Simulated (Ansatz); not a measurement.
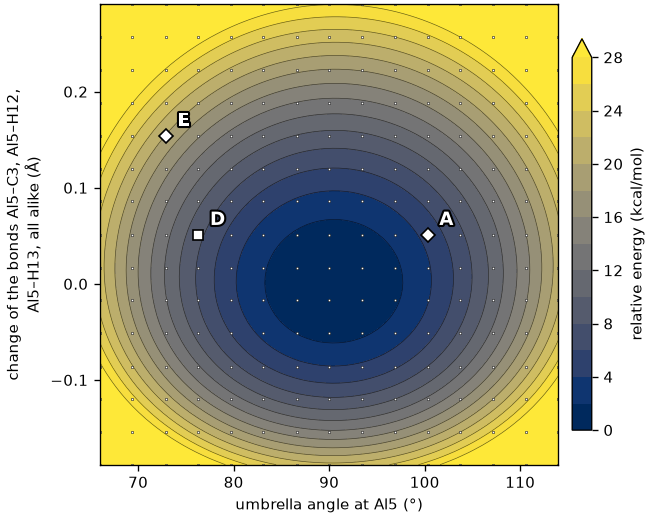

C₃H₈AlN, SMILES CC=[C](N)[AlH2]. First axis: umbrella angle at Al5 (between each of its bonds and their common axis; 90 is planar). Second axis: change of the bonds Al5–C3, Al5–H12, Al5–H13, all alike. Nothing is relaxed (all other coordinates rigid). The scan uses a 15 × 15 grid. Points are written as (first, second). All energies are given in kcal/mol relative to the relaxed molecule at the same level. Computed with Ansatz 0.2.0, RKS SPW92 (LDA)/def2-SVP.

In the figure: filled contours, dots at the grid points, one colour for all values above the top of the scale, lettered points. Between grid points the surface is interpolated.

> Is A the lowest point of the computed grid?

No. A lies 4.6 kcal/mol above the lowest grid point, which is at (90.0°, 0.017 Å).

> What kind of point is each of A, D, E: minimum, saddle, maximum or slope?

A: on a slope; D: on a slope; E: on a slope. (In these two coordinates alone; a stationary point may lie a little off the grid point.)

> Rank the lettered points by energy, lowest first.

A (4.7 kcal/mol), D (8.6 kcal/mol), E (19.9 kcal/mol).
